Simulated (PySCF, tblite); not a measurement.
**ClH₇NPSi₂, a small molecule taken as a stand-in for a surface group (Si site with back bonds Cl, N, [PH][SiH3]): NMR shifts, core binding energies and electronic excitations**

Aim: the NMR shifts, core binding energies and electronic excitations of `N[SiH](Cl)P[SiH3]`.

Computed with tblite 0.8.0 and PySCF 2.14.0; each step states its level. No surroundings beyond the atoms listed, unless a continuum is named. Atoms count from 0, parts from 1.

## Step 1: The system as given

12 atoms, charge 0, multiplicity 1; geometry: distance geometry start.

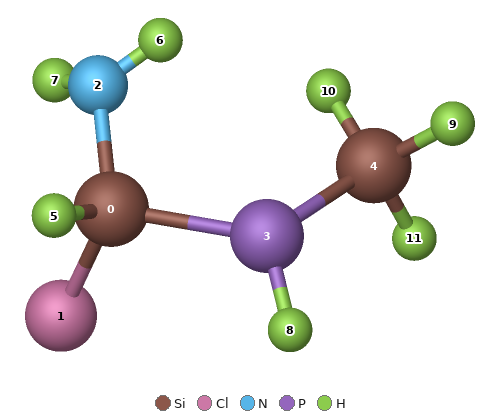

The starting geometry (silicon brown, chlorine pink, nitrogen blue, phosphorus purple, hydrogen green), atoms numbered.

## Step 2: Geometry optimisation with GFN2-xTB

Job settings and geometry (Å):

```
{"job": {"kind": "relax", "xc": "GFN2-xTB", "basis": "xTB"}, "charge": 0, "multiplicity": 1}
Si     0.254957     0.862523     1.225042
Cl     0.041843     2.908993     1.750682
N      1.681978     0.164257     2.130085
P      0.604684     0.684280    -0.921095
Si     2.681710     0.834907    -1.549888
H     -0.933992     0.135651     1.564184
H      2.379905    -0.349183     1.556987
H      2.021721     0.704936     2.902099
H     -0.322974     1.286231    -1.735514
H      2.953868    -0.165892    -2.538955
H      3.535965     0.653526    -0.465762
H      2.908037     2.123252    -2.127023
```

With the program's defaults for keys left out, this is: GFN2-xTB geometry optimisation, gas phase.

Run with:

```console
$ OMP_NUM_THREADS=1 python cluster_run.py task.json out
```

The driver reads the jobs from task.json and runs them one after another.

**Question.** The jobs that follow are: PBE0-D3(BJ)/def2-SVP geometry optimisation, gas phase; GIAO PBE0/pcSseg-2 NMR shielding, non-relativistic, gas phase; delta-SCF UKS SCAN, pcX-2 on the ionised atom, pcseg-1 elsewhere, spin-free X2C; TDDFT CAM-B3LYP/def2-SVPD, vertical, gas phase, core orbitals frozen in the response. Predict: point group; rotational constants (main isotopes); 1H shifts against TMS (PBE0/pcSseg-2); 29Si shifts against TMS (PBE0/pcSseg-2); 35Cl shifts against HCl (PBE0/pcSseg-2); 15N shifts against NH3 (PBE0/pcSseg-2); 31P shifts against H3PO4 (PBE0/pcSseg-2); Si2p binding energies, SCAN/pcX-2; Cl2p binding energies, SCAN/pcX-2; N1s binding energies, SCAN/pcX-2; P2p binding energies, SCAN/pcX-2; lowest singlet (CAM-B3LYP/def2-SVPD); brightest single state of those computed; lowest triplet; vertical ionisation energy (ΔSCF).

**Answer**, as computed:

```
                                quantity                                         value
                             point group                                            C1
    rotational constants (main isotopes)                          2.33, 1.25, 1.06 GHz
   1H shifts against TMS (PBE0/pcSseg-2)  6.23, 4.61, 4.10, 4.01, 1.31, 1.02, 1.00 ppm
 29Si shifts against TMS (PBE0/pcSseg-2)                                4.0, -79.6 ppm
 35Cl shifts against HCl (PBE0/pcSseg-2)                                        74 ppm
  15N shifts against NH3 (PBE0/pcSseg-2)                                      31.0 ppm
31P shifts against H3PO4 (PBE0/pcSseg-2)                                    -291.4 ppm
       Si2p binding energies, SCAN/pcX-2                     Si0 107.91, Si4 106.99 eV
       Cl2p binding energies, SCAN/pcX-2                                 Cl1 206.17 eV
        N1s binding energies, SCAN/pcX-2                                  N2 405.05 eV
        P2p binding energies, SCAN/pcX-2                                  P3 136.26 eV
    lowest singlet (CAM-B3LYP/def2-SVPD)                   6.10 eV (203 nm), f = 0.013
brightest single state of those computed                   state 4, 6.79 eV, f = 0.077
                          lowest triplet                                       5.36 eV
       vertical ionisation energy (ΔSCF)                                       9.33 eV
```

**Reading.** The start of the PBE0/def2-SVP relaxation was shaken at random by about 0.01 Å, so part of the energy gained, and of the first lengths quoted, undoes that. Over 8 steps the energy fell by 0.154 eV; of the close pairs, P3–Si4 changed most, 2.203 to 2.264 Å (PBE0/def2-SVP). Hydrogens of an XH3 group are listed apart at this fixed geometry; free rotation makes them one line at their mean. At PBE0/pcSseg-2: Shielding is most anisotropic at Cl1 (span 256 ppm, paramagnetic term -283 ppm). At SCAN/pcX-2: The Si2p levels kept as sound span 0.92 eV, from Si4 (silicon bonded to P, 3 H) up to Si0 (silicon bonded to Cl, N, P, H). The first singlet state (HOMO→LUMO 0.74) lies at 6.10 eV and is weak; of the 6 states computed, the strongest absorption comes from state 4 at 6.79 eV (the last state computed absorbs too, and its partners may lie past the list). The lowest triplet lies 0.74 eV below the lowest singlet (triplets in Tamm-Dancoff, singlets in full TDDFT). ΔSCF puts the ionisation energy at 9.33 eV, 0.68 eV above −ε(HOMO). A capped cluster stands for the solid here, so long-range fields and strain are missing, and bands or shifts of the capping hydrogens have no counterpart in it.
